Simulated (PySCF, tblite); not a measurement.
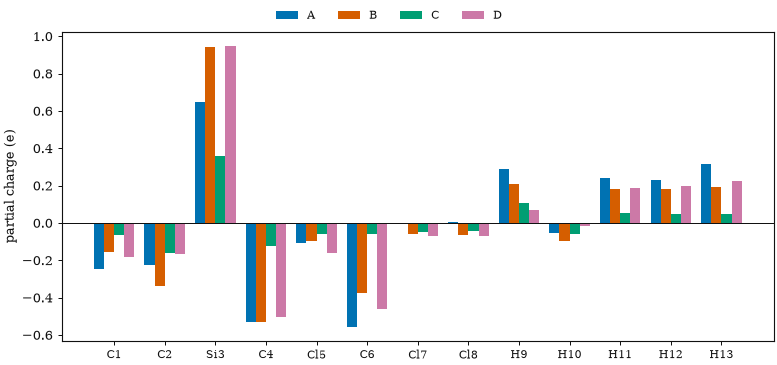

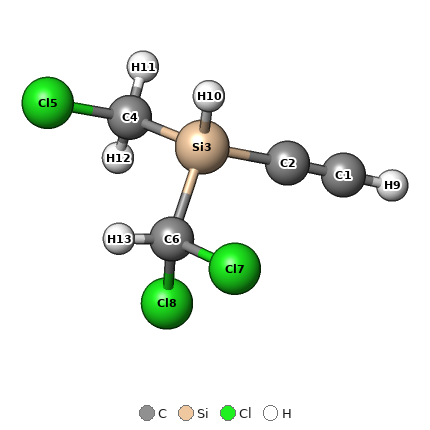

Atomic charges of C₄H₅Cl₃Si, SMILES C#C[Si@@H](CCl)C(Cl)Cl by 4 schemes, PBE0/pcSseg-1 in PySCF 2.14.0, at a GFN2-xTB geometry (a minimum by its frequencies).

> The schemes are ESP fit, Hirshfeld, IAO and Mulliken. Which series is which?

A: ESP fit (C6 −0.56 e); B: IAO (C6 −0.37 e); C: Hirshfeld (C6 −0.06 e); D: Mulliken (C6 −0.46 e).

Note: the tight-binding geometry is rougher than a DFT one and adds to the error; one conformer of a flexible molecule.
